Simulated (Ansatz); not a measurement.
Input

```
crystal:
  periodic: [false, false, false]
  atoms:
    - {symbol: Si, position_ang: [-1.221160, 0.954862, -0.374936]}
    - {symbol: Cl, position_ang: [1.524720, -2.455305, -1.046074]}
    - {symbol: H, position_ang: [-1.348620, 1.945770, -1.475393]}
    - {symbol: H, position_ang: [-1.931021, 1.457518, 0.824162]}
    - {symbol: H, position_ang: [-1.753363, -0.353929, -0.812597]}
    - {symbol: H, position_ang: [0.534266, -0.500634, 1.115240]}
    - {symbol: N, position_ang: [0.454794, 0.692933, 0.106476]}
    - {symbol: H, position_ang: [1.162113, -2.220209, 0.186380]}
    - {symbol: F, position_ang: [0.619764, -1.350545, 1.609020]}
    - {symbol: H, position_ang: [0.914957, 1.503326, 0.503743]}
    - {symbol: H, position_ang: [1.043749, 0.326215, -0.636119]}
basis:
  gaussian: {orbitals: def2-TZVPP}
hamiltonian: {xc: pbe0, dispersion: d4}
output: {orbitals: {seedname: orbitals}}
```

Run with:

```sh
ansatz run in.yaml --threads 4 --pin off --events-out ev --progress --plain --max-ram 9574MiB
```

The product side of a reaction path; geometry: PBE0-D4/def2-TZVP.

All numbers below come from RKS PBE0-D4/def2-TZVPP in Ansatz 0.2.0.

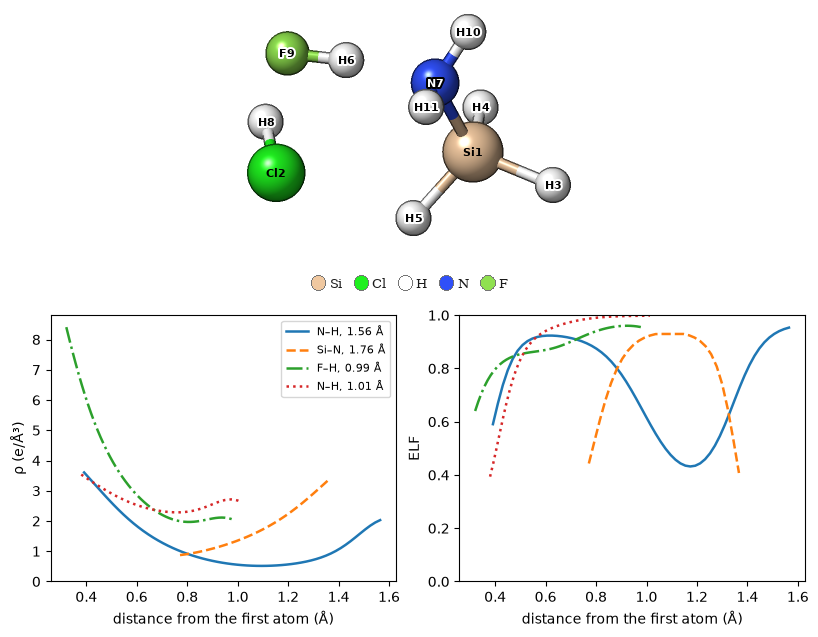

H$_{5}$NSi···HCl···HF. Electron density and electron localisation function along straight lines between neighbouring atoms. The curves leave out the atomic cores. The structure is drawn too.

Question: What can be read from the curves?

Answer: N7···H6 (1.56 Å): the density falls to about 0.52 e/Å³ on the way; the ELF peaks at about 0.90 between the atoms; by its geometry a hydrogen bond between the two molecules, with no shared pair.
Si–N (1.76 Å): ρ is about 1 e/Å³ halfway; the ELF peaks at about 0.95 between the atoms, as expected for a shared but strongly polarised pair.
F–H (0.99 Å): the density is about 4.1 e/Å³ at the midpoint; the ELF climbs to about 0.95 towards the hydrogen, as it does in any bond to H; an ordinary covalent bond to hydrogen.
N–H (1.01 Å): the density is about 2.9 e/Å³ at the midpoint; the ELF climbs to about 1 towards the hydrogen (an ordinary covalent bond to hydrogen).
